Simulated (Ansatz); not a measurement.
# Run report: BNH5OF, nudged elastic band

- system: BNH5OF
- method: RKS PBE-D4/6-31G* (Ansatz 0.2.0)

One setting was made poor on purpose. It belongs to a series of runs on one base structure; here: an input spoilt on purpose.

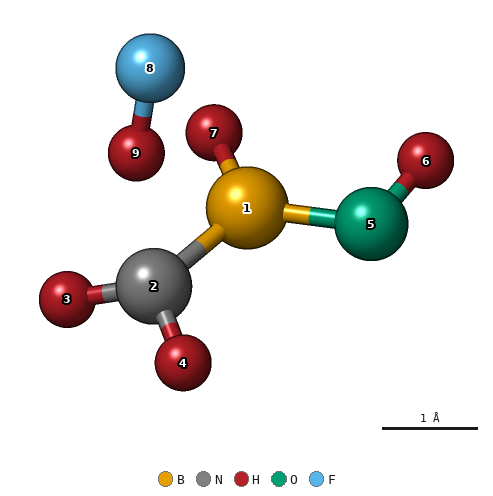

*The starting structure (ball-and-stick view, seen at a tilt; atoms are numbered from 1 in the order of the input).*

The input
```yaml
crystal:
  periodic: [false, false, false]
  atoms:
    - { symbol: B, position_ang: [0.094418, -0.353782, 0.313972] }
    - { symbol: "N", position_ang: [-0.000246, -0.089147, 1.72551] }
    - { symbol: H, position_ang: [-0.851946, -0.326478, 2.230277] }
    - { symbol: H, position_ang: [0.839202, -0.163436, 2.302458] }
    - { symbol: O, position_ang: [1.354127, -0.4079, -0.224959] }
    - { symbol: H, position_ang: [1.309727, -0.489756, -1.194864] }
    - { symbol: H, position_ang: [-0.913797, -0.514139, -0.327433] }
    - { symbol: F, position_ang: [-0.279493, 2.367035, 0.598453] }
    - { symbol: H, position_ang: [-0.185992, 1.624102, 1.210384] }
basis:
  gaussian: { orbitals: "6-31G*" }
hamiltonian:
  xc: pbe
  dispersion: d4
neb:
  order_check: false
  images: 7
  f_tol: 0.2
  max_iterations: 8
  final_atoms:
    - { symbol: B, position_ang: [0.08257998, 0.38024345, 0.09041914] }
    - { symbol: "N", position_ang: [-0.10910253, 0.21152673, 1.76259789] }
    - { symbol: H, position_ang: [-0.37531794, -0.74712923, 2.01595831] }
    - { symbol: H, position_ang: [0.80149944, 0.41530778, 2.19823322] }
    - { symbol: O, position_ang: [1.24281957, -0.44141095, -0.1152102] }
    - { symbol: H, position_ang: [1.22327604, -0.79682991, -1.02044846] }
    - { symbol: H, position_ang: [-0.97791962, -0.00616927, -0.39988917] }
    - { symbol: F, position_ang: [0.28220594, 1.76365699, -0.03625345] }
    - { symbol: H, position_ang: [-0.80404087, 0.86730341, 2.13839073] }
  initial_path: idpp
  relax_end_points: true
```

Run on 1 thread of Arm Neoverse V2, 24 GiB of memory available, shared host.

Launch command:
```bash
ansatz run input.yaml --threads 1 --pin off --max-ram 2048MiB --backend cpu --events-out ev --progress --plain --runs-dir out
```

The program's output
```
Error: invalid value for `basis.gaussian`: such a run doesn't read neb.relax_end_points; remove what it names
```

Outcome

| quantity | value |
| --- | --- |
| outcome | refused by the program |

The program refused the input: “invalid value for `basis.gaussian`: such a run doesn't read neb.relax_end_points; remove what it names” A deliberately poor setting: bad input.
